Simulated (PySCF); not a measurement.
Run report: Pt²⁺, atomic calculation

System: Pt²⁺, configuration 1s2 2s2 2p6 3s2 3p6 3d10 4s2 4p6 4d10 4f14 5s2 5p6 5d7 6s1, multiplicity 3.
Method: unrestricted TPSSh, aug-cc-pVDZ-PP with ECP60, scalar-relativistic core potential (PySCF).

Log (extracts):
```
damping factor = 0
level_shift factor = 0
DIIS = <class 'pyscf.scf.diis.CDIIS'>
diis_start_cycle = 1
diis_space = 10
diis_damp = 0
SCF conv_tol = 1e-09
SCF conv_tol_grad = None
number electrons alpha = 9  beta = 7
XC functionals = TPSSH
    V. N. Staroverov, G. E. Scuseria, J. Tao, and J. P. Perdew.,  J. Chem. Phys. 119, 12129 (2003)
cycle= 1 E= -118.158527071942  delta_E= -0.00706  |g|= 0.00881  |ddm|= 0.166
cycle= 2 E= -118.158557690926  delta_E= -3.06e-05  |g|= 0.0045  |ddm|= 0.0167
cycle= 3 E= -118.158564190515  delta_E= -6.5e-06  |g|= 0.000755  |ddm|= 0.00418
cycle= 4 E= -118.158564388464  delta_E= -1.98e-07  |g|= 1.43e-05  |ddm|= 0.000795
cycle= 5 E= -118.158564388603  delta_E= -1.39e-10  |g|= 7.03e-07  |ddm|= 1.91e-05
converged SCF energy = -118.158564388603  <S^2> = 3.0016151  2S+1 = 3.6064471
```

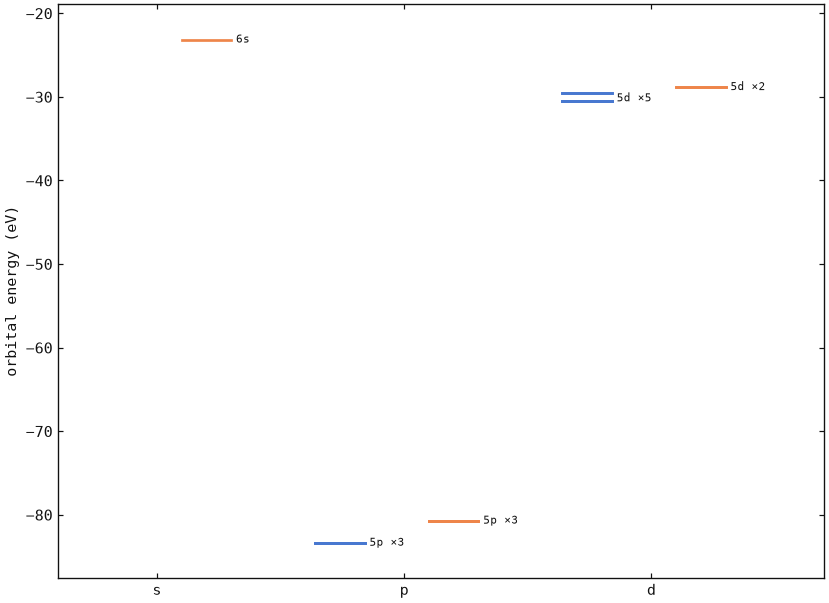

*Orbital energies of the mean field, from the top down to −83.4 eV, by angular momentum, α spin at the left of each column and β at the right; ×n counts the orbitals under one label. Empty levels that the record names by l alone aren't drawn.*

The highest filled orbital is 6s β at −23.1 eV, the lowest empty one d β at −25.9 eV.

Input file:
```python
from pyscf import gto, scf, dft, mp, cc
mol = gto.M(atom="Pt 0 0 0", charge=2, spin=2, symmetry="D2h",
            basis="aug-cc-pVDZ-PP",
            ecp="aug-cc-pVDZ-PP")
mf = dft.UKS(mol, xc="TPSSH")
mf.irrep_nelec = {'Ag': (3, 3), 'B1g': (1, 1), 'B2g': (1, 0), 'B3g': (1, 0), 'B1u': (1, 1), 'B2u': (1, 1), 'B3u': (1, 1)}
mf.kernel()
```

The script is an equivalent of what the driver set up; the driver started from orbitals of its own, so the log can be shorter than this script's would be, and it computed the properties (radii, ⟨L²⟩, response) afterwards. It held the occupations shell by shell, which the script's counts by irreducible representation don't always enforce.

Summary:

- outcome: converged
- total energy (valence electrons, under a core potential): −118.158564 hartree
- ⟨S²⟩: 3.002
- ⟨L²⟩: 12.01
- SCF iterations: 5
- hardware: 1 CPU thread, shared host
- CPU time: 1.7 s (integrals apart)

Remarks:

The driver held the occupations shell by shell, and empty d levels lie below the filled 6s. The script shown fixes the counts by irreducible representation only, so by itself it can fall to another configuration. This is not the ground configuration of the species. ⟨S²⟩ is 3.00 where a pure state of this multiplicity has 2.00, so the determinant is spin-contaminated.
